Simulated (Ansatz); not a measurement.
# GeTe (SMILES [Ge][Te]): PBE/STO-3G

What is the electronic atomisation energy of GeTe at PBE/STO-3G? 

The results are computed with Ansatz 0.2.0.

73 further runs of the same task are left out: 41 that didn't finish, 32 set aside as unsound or not needed.

### 1 The system as given

GeTe: 2 atoms, total charge 0, spin state singlet. As SMILES, `[Ge][Te]`. Geometry: the measured bond length.

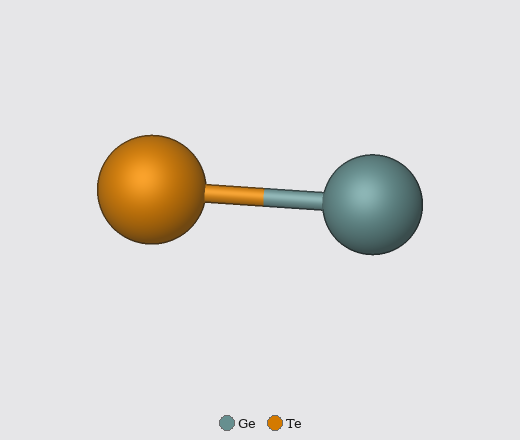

The structure, seen from a chosen angle (germanium teal, tellurium orange).

### 2 A single-point energy at PBE/STO-3G

Contents of in.yaml:

```yaml
crystal:
  periodic: [false, false, false]
  atoms:
    - {symbol: Ge, position_ang: [0.000000, 0.000000, 0.000000]}
    - {symbol: Te, position_ang: [0.000000, 0.000000, 2.340165]}
basis:
  gaussian:
    orbitals: STO-3G
hamiltonian:
  xc: {name: PBE}
accuracy: high
```

The run is started by

```console
$ ansatz run in.yaml --threads 1 --pin off --max-ram 2610MiB --events-out events.jsonl --progress --plain --runs-dir runs
```

Log:

```text
Warning: RAYON_NUM_THREADS=1 ignored (pool sized by the plan → 1); use --threads N
Functional definition: PBE
  name "PBE"
  parameter kappa = 0.804
  parameter beta = 0.06672455060314922
  exchange = pbe_x(kappa = kappa, mu = beta*pi^2/3)
  correlation = pbe_c(beta = beta)
564 factors; integrals over basis functions are off by at most 4.8e-9 eV
mean field evaluation 1: about -233784.5944 eV, gradient 2.4e2 eV
mean field evaluation 2: about -233947.4370 eV, gradient 5.4e1 eV
mean field evaluation 4: about -234026.8299 eV, gradient 7.5e1 eV
mean field evaluation 8: about -234031.0870 eV, gradient 6.7e1 eV
mean field evaluation 16: about -234052.7398 eV, gradient 2.8e-1 eV
mean field evaluation 32: about -234045.1426 eV, gradient 3.4e0 eV
mean field evaluation 64: about -234052.2043 eV, gradient 9.8e0 eV
mean field -234052.74223614 eV, -8601.2796305313 hartree, gradient 1.4e-8 eV, S^2 0.000000; 2 other end points of the search recorded, 0 dependent functions left out
reference -234052.74223786 eV, -8601.2796305946 hartree; 42, 42 occupied and 3, 3 virtual orbitals, 564 factors
Total energy: -234052.74223786 eV, -8601.2796305946 hartree
```

It took 4.5 s on 1 thread of Arm Neoverse V1, shared host; peak memory 0.1 GiB.

### 3 The Ge atom at the same level

Contents of molecule.yaml:

```yaml
crystal:
  periodic: [false, false, false]
  atoms:
    - {symbol: Ge, position_ang: [0.000000, 0.000000, 0.000000]}
basis:
  gaussian: {orbitals: STO-3G}
accuracy: high
magnetization: {spin_polarized: true, initial_magnetization: 2}
hamiltonian: {xc: {name: PBE}}
```

Run the same way, it converges to -2052.47375 Eh (log not shown).

### 4 The Te atom at the same level

Contents of molecule.yaml:

```yaml
crystal:
  periodic: [false, false, false]
  atoms:
    - {symbol: Te, position_ang: [0.000000, 0.000000, 0.000000]}
basis:
  gaussian:
    orbitals: STO-3G
total_charge: 0
accuracy: high
hamiltonian:
  xc: {name: PBE}
magnetization:
  spin_polarized: true
  initial_magnetization: 2
```

Run the same way, it converges to -6548.55535 Eh (log not shown).

### 5 Summary of results

At PBE/STO-3G:

```
                     quantity           value
       molecule: total energy  -8601.27963 Eh
        Ge atom: total energy  -2052.47375 Eh
                Ge atom: ⟨S²⟩           2.285
        Te atom: total energy  -6548.55535 Eh
                Te atom: ⟨S²⟩           2.000
electronic atomisation energy        6.817 eV
```

What this shows: Taking the molecule apart into free atoms costs 6.82 eV (157 kcal/mol), before zero-point energy and without spin-orbit coupling. In a minimal basis such a difference can be off by several eV, whatever the method. Relativity is left out (molecule) although the molecule holds a heavy atom. ⟨S²⟩ (Ge atom) is 2.28 where a pure triplet has 2.00: the reference is spin-contaminated. Relativity is left out (Te atom) although the molecule holds a heavy atom.
